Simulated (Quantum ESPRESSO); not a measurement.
CoPd2O2: workfunction calculation (part 3 of 3)

The same run, continued: CoPd2O2 (slab, 5 atoms in the cell); Kohn-Sham DFT of a periodic cell, PBE, SG15 PBE 1.2, spin-polarised (Quantum ESPRESSO 7.5); cutoff 1197.3 eV, 11×11×1 k-mesh, fermi-dirac of 0.05 eV, collinear spins. The structure derives from an entry of the Crystallography Open Database.

Geometry of the input (Å; fractional positions):
```
2.8450  -0.0000  0.0000
-1.4225  2.4638  0.0000
0.0000  0.0000  20.9600
Pd 0.6667  0.3333  0.3578
O  0.6667  0.3333  0.4535
Co 0.0000  0.0000  0.5000
O  0.3333  0.6667  0.5465
Pd 0.3333  0.6667  0.6422
```

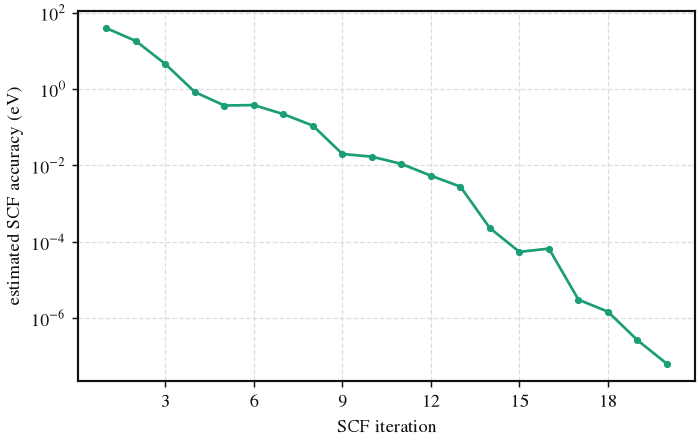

Fig. 1: Convergence of the self-consistent field: estimated SCF accuracy against the iteration. The field takes 20 iterations in all.

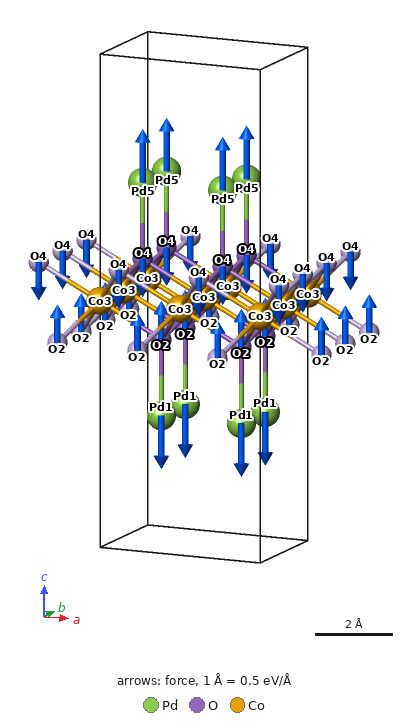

Fig. 2: Forces on the atoms as blue arrows (ball-and-stick view of the 2 × 2 repeat of the cell, with the vacuum cut short, seen slightly off an axis; neighbours outside the cell are drawn fainter; atoms are numbered from 1 in the order of the input). The largest act on Pd1, Pd5 (0.70 eV/Å); O2, O4 (0.51 eV/Å). The geometry is not a stationary point of this energy.
